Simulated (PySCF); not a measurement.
**Geometry relaxation, with input and output: C2H7Si**

The run: geometry relaxation of C2H7Si, multiplicity 2, SMILES C[CH][SiH3]. Method and program: PBE0-D3(BJ)/def2-SVP geometry optimisation, gas phase (PySCF 2.14.0).

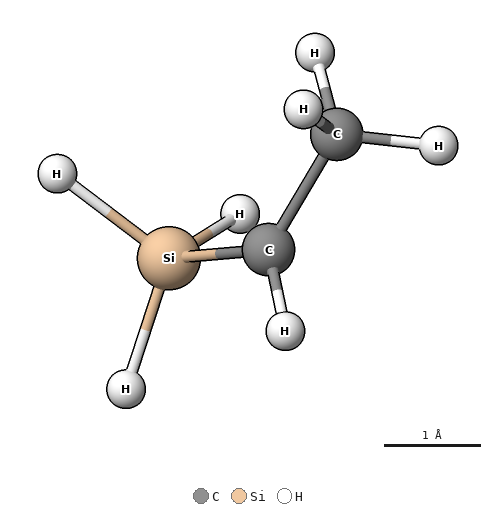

*The starting structure (ball-and-stick view, seen at a tilt).*

## Summary

```tsv
quantity	value
outcome	converged
total energy	−369.483144 hartree
⟨S²⟩	0.755
dipole moment	1.10 D
point group	C1
hardware	1 CPU thread, shared host
wall time	33 s
peak memory	0.44 GiB
```

## Input
```
{"job": {"xc": "PBE0", "basis": "def2-SVP", "d3": "d3bj", "grid": 2, "kind": "geom", "shake": 0.01}, "charge": 0, "multiplicity": 2}
C     -0.379515    -0.522301    -0.151994
Si    -0.205510     0.452473     1.410288
C      0.365163    -0.248372    -1.391517
H     -1.086526    -1.297280    -0.235073
H      1.153074     0.284847     1.949053
H     -0.395773     1.899852     1.168375
H     -1.176385    -0.025551     2.380540
H     -0.258548    -0.000722    -2.228331
H      0.937889    -1.136718    -1.660473
H      1.087684     0.568189    -1.239394
```

The first line tells a small driver script what to run in PySCF; the rest is the geometry in Å.

Command:
```bash
OMP_NUM_THREADS=1 python <driver script> task.json out
```

## Log
```
step   0  E = -369.47873965  max force = 0.025628
step   1  E = -369.48308805  max force = 0.002633
step   2  E = -369.48313830  max force = 0.000648
step   3  E = -369.48314426  max force = 0.000353
optimisation converged
```

## Trajectory as extended XYZ (Å, eV, eV/Å), 4 frames, from step=0 to step=3
```
10
Properties=species:S:1:pos:R:3:forces:R:3 step=0 energy=-10054.02861
C    -0.3795   -0.5223   -0.1520    0.5239   1.1912   0.2625
Si   -0.2055    0.4525    1.4103    0.0976  -0.2141  -0.6674
C     0.3652   -0.2484   -1.3915    1.0610   0.2906   0.9448
H    -1.0865   -1.2973   -0.2351   -1.2408  -1.3179   0.0824
H     1.1531    0.2848    1.9490    0.5035  -0.0139   0.2682
H    -0.3958    1.8999    1.1684   -0.0710   0.3634  -0.0528
H    -1.1764   -0.0255    2.3805   -0.5157  -0.1911   0.5979
H    -0.2586   -0.0007   -2.2283   -0.7150   0.2296  -0.8609
H     0.9379   -1.1367   -1.6605    0.3026  -0.3841  -0.3402
H     1.0877    0.5682   -1.2394    0.0538   0.0463  -0.2345
10
Properties=species:S:1:pos:R:3:forces:R:3 step=1 energy=-10054.14694
C    -0.4055   -0.4976   -0.1724   -0.0527  -0.1044   0.0863
Si   -0.2128    0.4175    1.4238    0.0194   0.1354   0.0455
C     0.3986   -0.2369   -1.3935   -0.0176  -0.0273  -0.1324
H    -1.1401   -1.3098   -0.2425   -0.0082   0.0076   0.0030
H     1.1647    0.2560    2.0023   -0.0183  -0.0099  -0.0391
H    -0.4105    1.8917    1.2053    0.0161  -0.0393   0.0250
H    -1.2018   -0.0512    2.4408   -0.0185  -0.0261  -0.0272
H    -0.2492    0.0086   -2.2584    0.0508  -0.0089   0.0482
H     0.9745   -1.1325   -1.6950   -0.0112   0.0069  -0.0028
H     1.1158    0.5864   -1.2702    0.0403   0.0660  -0.0066
10
Properties=species:S:1:pos:R:3:forces:R:3 step=2 energy=-10054.14830
C    -0.4071   -0.5008   -0.1698    0.0156  -0.0186   0.0159
Si   -0.2131    0.4222    1.4235   -0.0100   0.0333   0.0186
C     0.3990   -0.2373   -1.3931   -0.0027  -0.0099  -0.0289
H    -1.1424   -1.3125   -0.2379    0.0006   0.0082  -0.0048
H     1.1647    0.2533    1.9947    0.0034  -0.0049  -0.0119
H    -0.4068    1.8953    1.2117    0.0044  -0.0050   0.0066
H    -1.2050   -0.0536    2.4346   -0.0075  -0.0075  -0.0079
H    -0.2469    0.0062   -2.2575    0.0042   0.0019   0.0062
H     0.9768   -1.1313   -1.6948   -0.0011   0.0017   0.0030
H     1.1145    0.5906   -1.2712   -0.0068   0.0007   0.0033
10
Properties=species:S:1:pos:R:3:forces:R:3 step=3 energy=-10054.14847
C    -0.4024   -0.4978   -0.1683    0.0073  -0.0105  -0.0140
Si   -0.2140    0.4253    1.4266    0.0025  -0.0020  -0.0099
C     0.3995   -0.2390   -1.3963    0.0083   0.0148   0.0181
H    -1.1385   -1.3086   -0.2357   -0.0082  -0.0011   0.0044
H     1.1634    0.2521    1.9968    0.0037   0.0003   0.0031
H    -0.4062    1.8987    1.2213   -0.0010   0.0047   0.0015
H    -1.2099   -0.0574    2.4306   -0.0004  -0.0004  -0.0037
H    -0.2491    0.0021   -2.2588   -0.0082   0.0014  -0.0029
H     0.9765   -1.1337   -1.6967    0.0002  -0.0001   0.0041
H     1.1145    0.5903   -1.2792   -0.0043  -0.0072  -0.0007
```

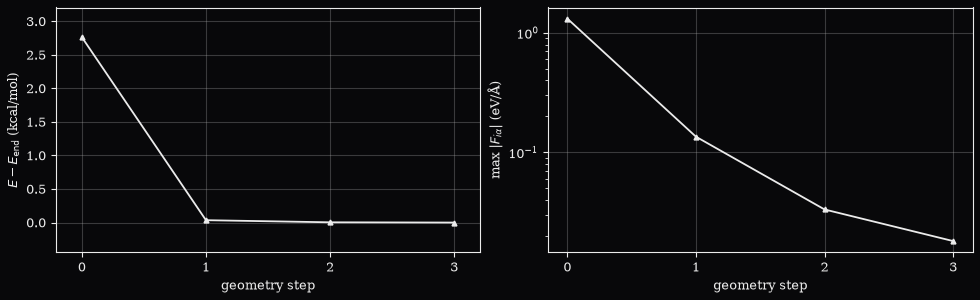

*Progress of the relaxation, step by step (steps are counted from 0).*

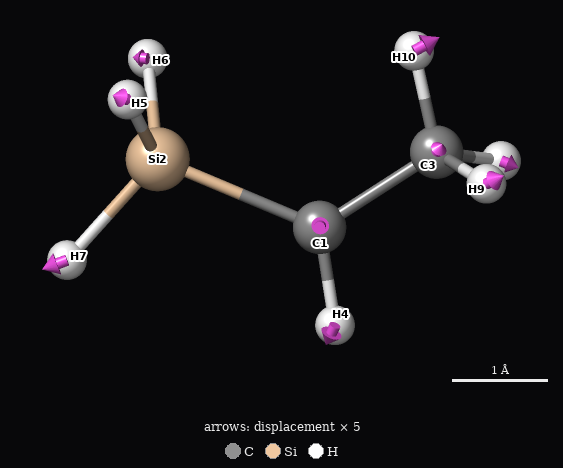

*The starting structure with the displacements as pink arrows, magnified 5 times (ball-and-stick view, seen at a tilt). The two geometries are laid on each other by the best rigid fit.*

The energy falls by 2.76 kcal/mol in 3 geometry steps. Largest force component: 1.3 eV/Å at the start, 0.018 eV/Å at the end. H10 moves most after the best rigid fit: 0.061 Å. By element the largest moves are H 0.061 Å, C 0.035 Å, Si 0.011 Å. Among the contacts that change: C1–H4 1.052 → 1.097 Å, Si2–H7 1.453 → 1.494 Å, C3–H8 1.073 → 1.106 Å, Si2–H5 1.471 → 1.501 Å. Among the angles that change: C1–C3–H9 108.8° → 111.4°, C1–C3–H8 113.9° → 111.4°, C1–C3–H10 110.7° → 113.1°. (Atoms are counted from 1 in the order of the input.)
